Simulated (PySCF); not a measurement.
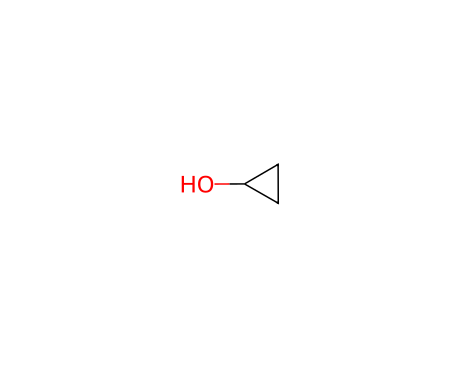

The computed structure is the end point of a GFN2-xTB optimisation. No frequency run is at hand to confirm it as a minimum. Level of theory: PBE0/pcSseg-1, gas phase (PySCF 2.14.0).

Q: Give the HOMO energy (Kohn–Sham orbital) at this level.

A: −7.02 eV.

Q: Estimate the dipole moment.

A: 1.53 D.

Q: What is the LUMO energy (Kohn–Sham orbital)?

A: 1.40 eV.
